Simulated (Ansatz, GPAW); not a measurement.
**Screening of a field by 1T-SiSTe under 2H-WSTe, AA**

How does 1T-SiSTe under 2H-WSTe, AA screen a perpendicular field?

Calculated with GPAW 26.7.0 and Ansatz 0.2.0; Ansatz plane waves; layer without images along its normal, relaxation of atoms and in-plane cell, with D3(BJ) dispersion, in the first sound run; inputs show where later runs differ.

## (1) The starting structure

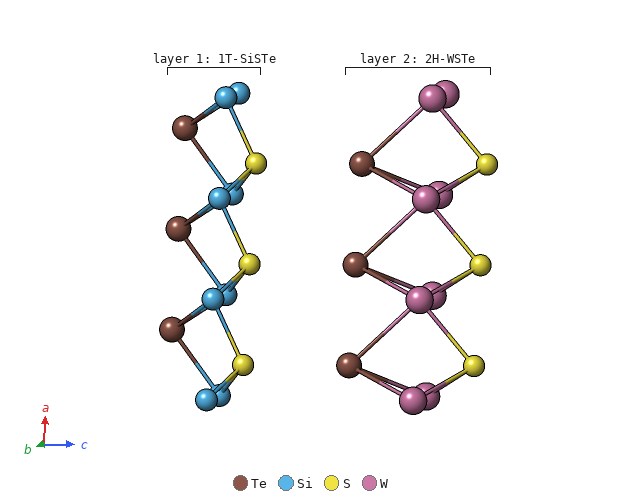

Start, viewed from the side, with the c axis across the page; tellurium brown, silicon blue, sulfur yellow, tungsten pink. 3×1×1 cells are drawn. Bonds to atoms that aren't drawn are left out. Some periodic images of atoms are drawn too.

The cell holds 6 atoms: 2 Te, 1 Si, 2 S and 1 W. Its edges and angles: a = 3.363 Å, b = 3.363 Å, c = 23.168 Å, α = 90.0°, β = 90.0°, γ = 120.0°. Regions: layer 1: 1T-SiSTe, 3 atoms (1 Te, 1 Si and 1 S); layer 2: 2H-WSTe, 3 atoms (1 Te, 1 W and 1 S). Vacuum lies along c.

Structure file:

```cif
data_structure
_symmetry_space_group_name_H-M 'P 1'
_symmetry_Int_Tables_number 1
_cell_length_a 3.3631
_cell_length_b 3.3631
_cell_length_c 23.1684
_cell_angle_alpha 90.000
_cell_angle_beta 90.000
_cell_angle_gamma 120.000
_cell_volume 226.94
loop_
_atom_site_label
_atom_site_type_symbol
_atom_site_fract_x
_atom_site_fract_y
_atom_site_fract_z
_atom_site_occupancy
Te1 Te 0.66667 0.33333 0.30214 1
Si2 Si 0.00000 0.00000 0.36301 1
S3 S 0.33333 0.66667 0.40161 1
Te4 Te 0.33333 0.66667 0.53758 1
W5 W 0.00000 0.00000 0.62805 1
S6 S 0.33333 0.66667 0.69786 1
```

## (2) Relaxation

Forces are removed first; all later runs use this geometry.

input.yaml reads:

```yaml
crystal:
  lattice:
    - [3.36314925, 0.0, 0.0]
    - [-1.681574625, 2.9125726872, 0.0]
    - [0.0, 0.0, 23.1684290401]
  atoms:
    - { symbol: Te, position: [0.6666666667, 0.3333333333, 0.3021352888] }
    - { symbol: Si, position: [0.0, 0.0, 0.3630091467] }
    - { symbol: S, position: [0.3333333333, 0.6666666667, 0.4016145779] }
    - { symbol: Te, position: [0.3333333333, 0.6666666667, 0.5375754579] }
    - { symbol: W, position: [0.0, 0.0, 0.6280489521] }
    - { symbol: S, position: [0.3333333333, 0.6666666667, 0.6978647112] }
  periodic: [true, true, false]
kpoints:
  mp_grid: { grid: [9, 9, 1] }
hamiltonian:
  xc: pbe
  dispersion: d3bj
scf:
  occupations: { method: fermi_dirac, width: 0.05 }
relax:
  f_tol: 0.01
  max_steps: 90
  cell: {}
```

Launch:

```bash
$ ansatz run input.yaml --threads 4 --pin off --max-ram 8192MiB --backend cpu --events-out ev --progress --plain --runs-dir out
```

Numbers of over 12 decimals in the logs are rounded to 6 here.

The log of the run:

```text
Warning: crystal.periodic: the lattice vector that does not repeat stood 0.000° off the slab's normal, 23.168 Å along it as the deck builds it. The run solves the slab on a vector along the normal, 42.137 Å long, with every atom where it was (on the deck's vector they left 14.00 Å outside them, and the widest stretch free of ions among them is 3.15 Å). A fractional position that the run reports is one of the run's ce [...]
crystal.periodic: the lattice vector that does not repeat stood 0.000° off the slab's normal, 23.168 Å along it as the deck builds it. The run solves the slab on a vector along the normal, 42.137 Å long, with every atom where it was (on the deck's vector they left 14.00 Å outside them, and the widest stretch free of ions among them is 3.15 Å). A fractional position that the run reports is one of the run's cell, which [...]
Engine: ansatz 0.2.0, x86_64-unknown-linux-gnu
Pseudopotentials: kind: paw
Pseudopotential: Te, paw, valence charge 16, recommended cutoff 420 eV (normal), Te.paw.azcp
Pseudopotential: Si, paw, valence charge 4, recommended cutoff 420 eV (normal), Si.paw.azcp
Pseudopotential: S, paw, valence charge 6, recommended cutoff 420 eV (normal), S.paw.azcp
Pseudopotential: W, paw, valence charge 14, recommended cutoff 420 eV (normal), W.paw.azcp
Functional definition: PBE
  parameter kappa = 0.804
  parameter beta = 0.066725
  exchange = pbe_x(kappa = kappa, mu = beta*pi^2/3)
  correlation = pbe_c(beta = beta)
Crystal: 6 atoms, lattice volume = 412.748 Å³
Basis set: ecut = 420 eV, 8157 PW (Γ), exchange–correlation on 48×48×576 points (8 copies of the dense FFT grid, shifted against one another)
Bands: 38, of which v1, the nominal top of the filled ones, is band 31 counted from 1 (30 counted from 0)
Symmetry: 6 space group operations
Space group: P3m1 (ITA 156), of the structure as read, at distance tolerance 7.4e-5 Å
k-points: 12 of 81 (time reversal used)
Non-local potential: Te, projectors of the file, l = 0: 2, l = 1: 2, l = 2: 2, l = 3: 2
Non-local potential: Si, projectors of the file, l = 0: 2, l = 1: 2, l = 2: 2
Non-local potential: S, projectors of the file, l = 0: 2, l = 1: 2, l = 2: 2
Non-local potential: W, projectors of the file, l = 0: 3, l = 1: 2, l = 2: 2, l = 3: 1
PAW form: soft (Blöchl's): semilocal exchange-correlation on the pseudo side does not see the compensation charge
PAW one-centre angular grid: Te, 590 points (default); XC on 64 Gauss nodes
PAW one-centre angular grid: Si, 110 points (default); XC on 64 Gauss nodes
PAW one-centre angular grid: S, 110 points (default); XC on 64 Gauss nodes
PAW one-centre angular grid: W, 590 points (default); XC on 64 Gauss nodes
Initial density: superposition of atomic densities (neutral atoms: chi_scale 0, normalization atom), corrected by the library's trained network
Initial wavefunctions: pseudopotential atomic-orbital guess
Functional: x = pbe(κ = 0.804, μ = 0.219515), c = pbe(β = 0.066725)
SCF iter   1: F=—  HF=-26785.533038 eV  |F-HF|=—  |Δ(HF+E_count)|=         —  Δρ=3.68e-3  dr2=1.79e0  ethr=1.77e-3  ⟨swp⟩=17.2  Hψ=3597  notcnv=0
preconditioner: auto → LDOS  [insulator: Δε(μ)=0.399 eV  Ē_g=8.545 eV  σ=0.050 eV  W_gap=0.53  n_scr=26 (ndim 8)  ℏωp=10.7 eV  f_vac=0.691  D(μ)=1.80/eV (n_scr^D=10)  ε∞_Penn≈2.6  β→1.0]
SCF iter   2: F=—  HF=-26792.162637 eV  |F-HF|=—  |Δ(HF+E_count)|=    6.63e0  Δρ=3.70e-2  dr2=3.43e2  ethr=1.77e-3  ⟨swp⟩=6.8  Hψ=1224  notcnv=0  defer=18  recentre
SCF iter   3: F=—  HF=-26785.507659 eV  |F-HF|=—  |Δ(HF+E_count)|=    6.65e0  Δρ=2.94e-3  dr2=1.33e0  ethr=1.77e-3  ⟨swp⟩=4.6  Hψ=1180  notcnv=0  defer=3
SCF iter   4: F=—  HF=-26785.472191 eV  |F-HF|=—  |Δ(HF+E_count)|=   3.55e-2  Δρ=2.54e-3  dr2=9.30e-1  ethr=1.77e-3  ⟨swp⟩=1.6  Hψ=602  notcnv=0  defer=3
SCF iter   5: F=—  HF=-26785.426073 eV  |F-HF|=—  |Δ(HF+E_count)|=   4.61e-2  Δρ=1.10e-3  dr2=2.76e-2  ethr=1.50e-3  ⟨swp⟩=2.2  Hψ=628  notcnv=0  defer=7
SCF iter   6: F=—  HF=-26785.434415 eV  |F-HF|=—  |Δ(HF+E_count)|=   8.34e-3  Δρ=1.27e-3  dr2=2.85e-1  ethr=4.45e-5  ⟨swp⟩=2.8  Hψ=834  notcnv=0  defer=17
SCF iter   7: F=—  HF=-26785.427974 eV  |F-HF|=—  |Δ(HF+E_count)|=   6.44e-3  Δρ=8.71e-4  dr2=1.26e-1  ethr=4.45e-5  ⟨swp⟩=2.2  Hψ=566  notcnv=0  defer=17
SCF iter   8: F=—  HF=-26785.432644 eV  |F-HF|=—  |Δ(HF+E_count)|=   4.67e-3  Δρ=9.89e-4  dr2=2.81e-1  ethr=4.45e-5  ⟨swp⟩=1.2  Hψ=562  notcnv=0  defer=17
SCF iter   9: F=—  HF=-26785.426188 eV  |F-HF|=—  |Δ(HF+E_count)|=   6.46e-3  Δρ=2.19e-4  dr2=1.20e-2  ethr=4.45e-5  ⟨swp⟩=1.7  Hψ=473  notcnv=0  defer=17
SCF iter  10: F=—  HF=-26785.426136 eV  |F-HF|=—  |Δ(HF+E_count)|=   5.18e-5  Δρ=1.26e-4  dr2=9.29e-4  ethr=1.93e-5  ⟨swp⟩=1.8  Hψ=472  notcnv=0  defer=17
SCF iter  11: F=—  HF=-26785.426454 eV  |F-HF|=—  |Δ(HF+E_count)|=   3.18e-4  Δρ=2.35e-4  dr2=1.57e-2  ethr=1.50e-6  ⟨swp⟩=2.5  Hψ=674  notcnv=0  defer=17
SCF iter  12: F=—  HF=-26785.426188 eV  |F-HF|=—  |Δ(HF+E_count)|=   2.66e-4  Δρ=3.29e-5  dr2=6.54e-5  ethr=1.50e-6  ⟨swp⟩=1.9  Hψ=468  notcnv=0  defer=17
SCF iter  13: F=—  HF=-26785.426057 eV  |F-HF|=—  |Δ(HF+E_count)|=   1.31e-4  Δρ=2.80e-5  dr2=3.58e-5  ethr=1.05e-7  ⟨swp⟩=2.5  Hψ=690  notcnv=0  defer=17
SCF iter  14: F=—  HF=-26785.426056 eV  |F-HF|=—  |Δ(HF+E_count)|=   8.01e-7  Δρ=1.93e-5  dr2=8.98e-5  ethr=5.77e-8  ⟨swp⟩=2.5  Hψ=730  notcnv=0  defer=17  recentre
SCF iter  15: F=—  HF=-26785.426055 eV  |F-HF|=—  |Δ(HF+E_count)|=   1.27e-6  Δρ=5.55e-6  dr2=6.15e-6  ethr=5.77e-8  ⟨swp⟩=1.7  Hψ=528  notcnv=0  defer=18
SCF iter  16: F=-26785.426055 eV  HF=-26785.426055 eV  |F-HF|=1.30e-9  |Δ(HF+E_count)|=   4.98e-8  Δρ=2.06e-6  dr2=2.56e-8  ethr=1.61e-10  ⟨swp⟩=6.7  Hψ=2511  notcnv=0
SCF 1 converged in 16 iterations: F = -26785.426055 eV  dr2 = 2.56e-8
  greatest PAW one-centre occupation: 1.000 electrons in one spin orbital (limit 2), on the W atom at site 4 (counted from 0), in its partial waves of l = 0
relax step   1: F+E_penalty+E_count = -26785.42605480 eV  Δ(F+E_penalty+E_count) = +0.000e0 eV  max|allowed force component| = 5.913e0 eV/Å  Δτ_max = 0.0000 Å  P = +14.765 N/m  Ω = 412.748 Å³  fix = [c, alpha, beta]  reactions: c +0.000 N/m  (16 SCF iters, dr2 threshold 1.00e-7 eV, accepted)
Crystal: 6 atoms, lattice volume = 416.142 Å³
Basis set: ecut = 420 eV, 8181 PW (Γ), exchange–correlation on 48×48×576 points (8 copies of the dense FFT grid, shifted against one another)
Initial density: handed on by an earlier stage of this run
Initial wavefunctions: those handed on with the density
iter 1 solved again at ethr=1.04e-3 eV; its pass at ethr=3.10e-3 eV (dr2=6.44e-1 eV) is discarded
[...]
SCF iter   6: F=—  HF=-26787.919196 eV  |F-HF|=—  |Δ(HF+E_count)|=   8.16e-6  Δρ=1.12e-4  dr2=1.28e-4  ethr=1.30e-6  ⟨swp⟩=3.3  Hψ=951  notcnv=0  defer=22
SCF iter   7: F=—  HF=-26787.919162 eV  |F-HF|=—  |Δ(HF+E_count)|=   3.44e-5  Δρ=4.77e-5  dr2=1.39e-5  ethr=2.07e-7  ⟨swp⟩=3.2  Hψ=966  notcnv=0  defer=22
SCF iter   8: F=—  HF=-26787.919164 eV  |F-HF|=—  |Δ(HF+E_count)|=   2.32e-6  Δρ=1.78e-5  dr2=1.91e-6  ethr=2.24e-8  ⟨swp⟩=3.3  Hψ=949  notcnv=0  defer=22
SCF iter   9: F=—  HF=-26787.919166 eV  |F-HF|=—  |Δ(HF+E_count)|=   1.29e-6  Δρ=9.13e-6  dr2=1.88e-6  ethr=9.68e-10  ⟨swp⟩=7.7  Hψ=2166  notcnv=0
SCF iter  10: F=-26787.919166 eV  HF=-26787.919166 eV  |F-HF|=5.23e-8  |Δ(HF+E_count)|=   1.41e-7  Δρ=2.55e-6  dr2=7.92e-8  ethr=9.68e-10  ⟨swp⟩=5.0  Hψ=2047  notcnv=0
SCF 3 converged in 10 iterations: F = -26787.919166 eV  dr2 = 7.92e-8
relax step   3: F+E_penalty+E_count = -26787.91916582 eV  Δ(F+E_penalty+E_count) = -6.216e-1 eV  max|allowed force component| = 7.343e-1 eV/Å  Δτ_max = 0.1941 Å  P = +4.742 N/m  Ω = 415.676 Å³  energy of the carried Pulay correction = -1.627e-4 eV  fix = [c, alpha, beta]  reactions: c +0.000 N/m  (10 SCF iters, dr2 threshold 6.00e-7 eV, accepted)
[...]
relax step   4: F+E_penalty+E_count = -26788.09417340 eV  Δ(F+E_penalty+E_count) = -1.750e-1 eV  max|allowed force component| = 1.905e-1 eV/Å  Δτ_max = 0.2000 Å  P = +2.381 N/m  Ω = 417.841 Å³  energy of the carried Pulay correction = -2.822e-4 eV  fix = [c, alpha, beta]  reactions: c +0.000 N/m  (10 SCF iters, dr2 threshold 6.00e-7 eV, accepted)
[...]
relax step   5: F+E_penalty+E_count = -26788.13323530 eV  Δ(F+E_penalty+E_count) = -3.906e-2 eV  max|allowed force component| = 1.290e-1 eV/Å  Δτ_max = 0.1031 Å  P = +0.474 N/m  Ω = 423.740 Å³  energy of the carried Pulay correction = -6.048e-4 eV  fix = [c, alpha, beta]  reactions: c +0.000 N/m  (9 SCF iters, dr2 threshold 6.00e-7 eV, accepted)
[...]
relax step   6: F+E_penalty+E_count = -26788.13965419 eV  Δ(F+E_penalty+E_count) = -6.419e-3 eV  max|allowed force component| = 1.046e-1 eV/Å  Δτ_max = 0.0843 Å  P = -0.044 N/m  Ω = 423.546 Å³  energy of the carried Pulay correction = -5.942e-4 eV  fix = [c, alpha, beta]  reactions: c -0.000 N/m  (9 SCF iters, dr2 threshold 6.00e-7 eV, accepted)
[...]
relax step   7: F+E_penalty+E_count = -26788.14050835 eV  Δ(F+E_penalty+E_count) = -8.542e-4 eV  max|allowed force component| = 8.033e-3 eV/Å  Δτ_max = 0.0158 Å  P = -0.052 N/m  Ω = 424.250 Å³  energy of the carried Pulay correction = -6.324e-4 eV  fix = [c, alpha, beta]  reactions: c -0.000 N/m  (8 SCF iters, dr2 threshold 6.00e-7 eV, accepted)
[...]
relax step   8: F+E_penalty+E_count = -26788.14053027 eV  Δ(F+E_penalty+E_count) = -2.192e-5 eV  max|allowed force component| = 9.036e-3 eV/Å  Δτ_max = 0.0026 Å  P = -0.011 N/m  Ω = 424.091 Å³  energy of the carried Pulay correction = -6.238e-4 eV  fix = [c, alpha, beta]  reactions: c -0.000 N/m  (10 SCF iters, dr2 threshold 1.81e-9 eV, accepted)
Initial wavefunctions: pseudopotential atomic-orbital guess (no wavefunctions were taken with the density)
iter 1 solved again at ethr=1.36e-7 eV; its pass at ethr=3.10e-3 eV (dr2=8.45e-5 eV) is discarded
SCF iter   1: F=—  HF=-26788.138760 eV  |F-HF|=—  |Δ(HF+E_count)|=         —  Δρ=9.82e-5  dr2=1.08e-6  ethr=1.36e-7  ⟨swp⟩=6.5  Hψ=5671  notcnv=0
preconditioner: auto → LDOS  [metal: Δε(μ)=0.021 eV  Ē_g=8.420 eV  σ=0.050 eV  W_gap=0.10  n_scr=26 (ndim 8)  ℏωp=10.5 eV  f_vac=0.668  D(μ)=2.47/eV (n_scr^D=12)  β→1.0]
SCF iter   2: F=—  HF=-26788.141137 eV  |F-HF|=—  |Δ(HF+E_count)|=   2.38e-3  Δρ=4.84e-6  dr2=5.67e-7  ethr=1.75e-9  ⟨swp⟩=4.2  Hψ=1258  notcnv=0
SCF iter   3: F=—  HF=-26788.141133 eV  |F-HF|=—  |Δ(HF+E_count)|=   4.37e-6  Δρ=7.82e-6  dr2=2.21e-6  ethr=9.15e-10  ⟨swp⟩=3.2  Hψ=879  notcnv=0  recentre
SCF iter   4: F=—  HF=-26788.141128 eV  |F-HF|=—  |Δ(HF+E_count)|=   5.22e-6  Δρ=2.65e-6  dr2=6.15e-8  ethr=9.15e-10  ⟨swp⟩=2.4  Hψ=681  notcnv=0
SCF iter   5: F=—  HF=-26788.141137 eV  |F-HF|=—  |Δ(HF+E_count)|=   9.42e-6  Δρ=4.85e-7  dr2=2.21e-9  ethr=9.92e-11  ⟨swp⟩=3.2  Hψ=786  notcnv=0
SCF iter   6: F=—  HF=-26788.141137 eV  |F-HF|=—  |Δ(HF+E_count)|=   6.03e-8  Δρ=1.94e-7  dr2=2.22e-10  ethr=3.56e-12  ⟨swp⟩=3.1  Hψ=879  notcnv=0
SCF iter   7: F=—  HF=-26788.141137 eV  |F-HF|=—  |Δ(HF+E_count)|=   4.32e-8  Δρ=8.77e-8  dr2=7.83e-11  ethr=1.00e-12  ⟨swp⟩=3.2  Hψ=919  notcnv=0
SCF iter   8: F=-26788.141137 eV  HF=-26788.141137 eV  |F-HF|=3.78e-9  |Δ(HF+E_count)|=   1.06e-8  Δρ=3.64e-8  dr2=1.00e-11  ethr=1.00e-12  ⟨swp⟩=9.5  Hψ=3256  notcnv=0
SCF 9 converged in 8 iterations: F = -26788.141137 eV  dr2 = 1.00e-11
relax step   9: F+E_penalty+E_count = -26788.14113714 eV  Δ(F+E_penalty+E_count) = -6.069e-4 eV  max|allowed force component| = 9.064e-3 eV/Å  Δτ_max = 0.0000 Å  P = -0.011 N/m  Ω = 424.091 Å³  fix = [c, alpha, beta]  reactions: c -0.000 N/m  stress off target by 1.13e-2 N/m on what of the cell is left free  SCF on the basis re-selected at this cell (its energy is not comparable with the rows above)  (8 SCF iters)
basis re-selected at this cell: Δ(F+E_penalty+E_count) = -6.069e-4 eV, ΔP = -0.000 N/m vs the last step (what re-selecting the basis moved, of the pressure what is left beyond the Pulay correction that the steps carried, after the strain that the cell walked since its last selection, with what the two solves' SCF thresholds leave and, on support functions, any second-order correction that the steps lacked; it is no m [...]
SCF converged after 8 iterations
Free energy (F): -26788.141137 eV
Harris-Foulkes:  -26788.141137 eV  (|F-HF|=3.78e-9)
Internal energy: -26788.123047 eV  (E = F + TS)
E sigma→0 (E₀):  -26788.132092 eV
Entropy (-TS):   -0.018090 eV (-3.015 meV/atom)
Fermi energy:    -4.783411 eV
--- Per-component energies (eV) ---
  E_band       = -1617.431507
  E_kinetic    = 1069.847782
  E_local      = -219471.879992  (includes V_loc(G=0)·N_el)
  E_nonlocal   = -537.511050
  E_hartree    = 109445.504856
  E_xc         = -766.590538
  E_vxc        = -671.044066  (∫ρ·V_xc dr)
  E_paw        = -19600.695257  (= ΣΔE_a)
  E_vpaw       = -897.853461  (= ΣTr[D̂ρ^β])
  E_aug_tail   = -0.000405  (compensation charges beyond the density's cutoff)
  E_ewald      = 103075.347288
  E_disp       = -2.145729  (pairwise vdW)
  E_smearing   = -0.018090  (= −TS)
  E_closure    = 0.000000  (closes the sum)
  Σ components = -26788.141137   (vs F -26788.141137, Δ=0.00e0)
--- Forces (eV/Å), atoms counted from 1 ---
  atom   1  Te     0.00000000     0.00000000    -0.00306908
  atom   2  Si     0.00000000     0.00000000     0.00906402
  atom   3  S     -0.00000000     0.00000000    -0.00608540
  atom   4  Te     0.00000000    -0.00000000    -0.00081153
  atom   5  W     -0.00000000     0.00000000     0.00133987
  atom   6  S      0.00000000     0.00000000    -0.00043735
  max |Σ_I F_I| component: 5.27e-7 eV/Å
--- 2D stress c σ (N/m, compression-positive) ---
       -0.011259       0.000000      -0.000000
        0.000000      -0.011259       0.000000
       -0.000000       0.000000      -0.000000
  P = ½ c Tr σ = -0.0113 N/m
--- Relaxed structure (8 steps of the walk, 8 accepted, 1 SCFs on fresh bases) ---
  F+E_penalty+E_count = -26788.14113714 eV   max|allowed force component| = 9.064e-3 eV/Å   (the final SCF, on the basis selected at the relaxed cell)
  cell:  # Å, volume = 424.0908 Å³
    - [3.409047, 3.3971487358015294e-18, 0]
    - [-1.704524, 2.952322, 0]
    - [0, 0, 42.136858]
  atoms:
    - { symbol: Te, position: [0.666667, 0.333333, 0.147770] }
    - { symbol: Si, position: [-2.1587669922548894e-17, -1.7475732795982988e-17, 0.190310] }
    - { symbol: S, position: [0.333333, 0.666667, 0.220130] }
    - { symbol: Te, position: [0.333333, 0.666667, 0.309594] }
    - { symbol: W, position: [-2.15876699225489e-17, -1.7475732795983006e-17, 0.354421] }
    - { symbol: S, position: [0.333333, 0.666667, 0.388936] }
```

Run time: 38 s. Hardware: 4 threads of Intel Xeon Platinum 8375C at 2.90GHz (Ice Lake), shared host; peak memory 0.88 GiB; 2.4 min of CPU time.

Step by step:

| step | energy less that of the first step (eV) | largest force component (eV/Å) | volume (Å³) |
| --- | --- | --- | --- |
| 1 | 0.0000 | 5.9128 | 412.75 |
| 2 | -1.8715 | 2.6535 | 416.14 |
| 3 | -2.4931 | 0.7343 | 415.68 |
| 4 | -2.6681 | 0.1905 | 417.84 |
| 5 | -2.7072 | 0.1290 | 423.74 |
| 6 | -2.7136 | 0.1046 | 423.55 |
| 7 | -2.7145 | 0.0080 | 424.25 |
| 8 | -2.7145 | 0.0090 | 424.09 |
| 9* | -2.7151 | 0.0091 | 424.09 |

Relaxation steps marked * repeat the geometry before them on a plane-wave basis chosen anew for their cell, so energy and pressure can jump there.

The run keeps the 6 symmetry operations that it works with, so distortions that break them were not tested.

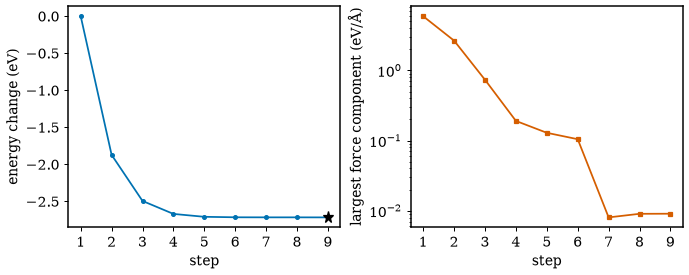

Energy and largest force along the relaxation. Stars mark steps on a basis chosen anew.

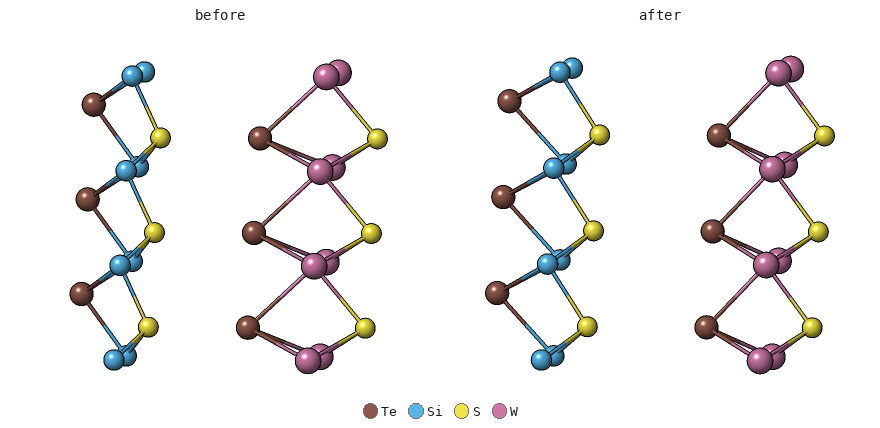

The structure before and after the relaxation, drawn at the same scale. Bonds to atoms that aren't drawn are left out.

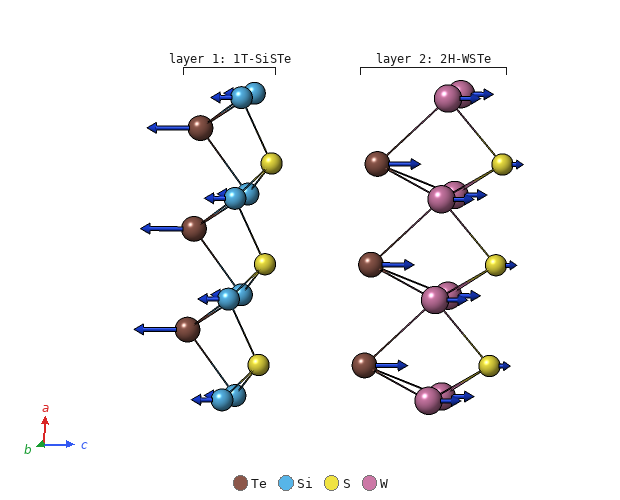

Displacements in the relaxation, exaggerated, measured against the changing cell; the longest in the cell stands for 0.77 Å. Bonds to atoms that aren't drawn are left out. 3×1×1 cells are drawn. Some periodic images of atoms are drawn too.

| cell as run | before | after | change |
| --- | --- | --- | --- |
| a (Å) | 3.363 | 3.409 | +1.4 % |
| b (Å) | 3.363 | 3.409 | +1.4 % |

The atoms that moved most (Å, along periodic axes as changes of fractional coordinates times the final cell, across vacuum about the mean position):

| atom | dx | dy | dz | length |
| --- | --- | --- | --- | --- |
| Te1 | 0.000 | 0.000 | -0.773 | 0.773 |
| Te4 | 0.000 | 0.000 | 0.591 | 0.591 |
| Si2 | 0.000 | 0.000 | -0.391 | 0.391 |
| W5 | 0.000 | 0.000 | 0.383 | 0.383 |
| S6 | 0.000 | 0.000 | 0.220 | 0.220 |
| S3 | 0.000 | 0.000 | -0.029 | 0.029 |

Final coordinates:

```xyz
6
Lattice="3.4090 0.0000 0.0000 -1.7045 2.9523 0.0000 0.0000 0.0000 42.1369" Properties=species:S:1:pos:R:3
Te    1.7045    0.9841    6.2266
Si    0.0000    0.0000    8.0191
S     0.0000    1.9682    9.2756
Te    0.0000    1.9682   13.0453
W     0.0000    0.0000   14.9342
S     0.0000    1.9682   16.3885
```

This step gave:

```yaml
free_energy: -26788.1411 eV
smearing_term_ts: 0.01809 eV
symmetry_operations: 6
```

The relaxation lowered the energy of the cell by 2.72 eV.

(Part 1 of 3 ends here.)

[Logs are printed without paths, hosts, clocks, repeated set-up lines and the standing remarks that a program may print on its own settings, such as how far it seeks lower states.]

[Hosts, paths, dates, database ids (printed as entryN), source tags and the programs' standing remarks are cut or masked in the printed files.]
